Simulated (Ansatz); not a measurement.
Start from Lu in the hcp (Mg type) structure (space group P6_3/mmc, No. 194; a = 3.506 Å, c = 5.482 Å; relaxed with 0.1 eV smearing).

Structures relaxed with PBE (Ansatz, a quantum-chemistry and plane-wave program), scalar-relativistic without spin-orbit coupling.

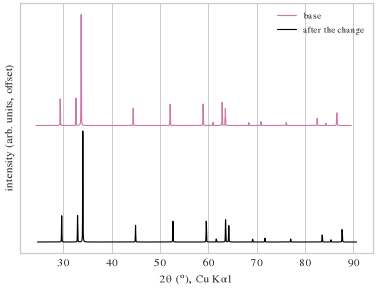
*Simulated powder patterns before (top) and after one change*

Task: Name the change that was made.
A) isotropic strain +1.00 %
B) isotropic strain −1.00 %
C) isotropic strain +1.50 %
D) isotropic strain +2.50 %

Result: B, isotropic strain −1.00 %. Its volume per atom is 28.31 Å³ against 29.18 Å³, and its space group is P6_3/mmc (No. 194).

No phonon test of stability was made.
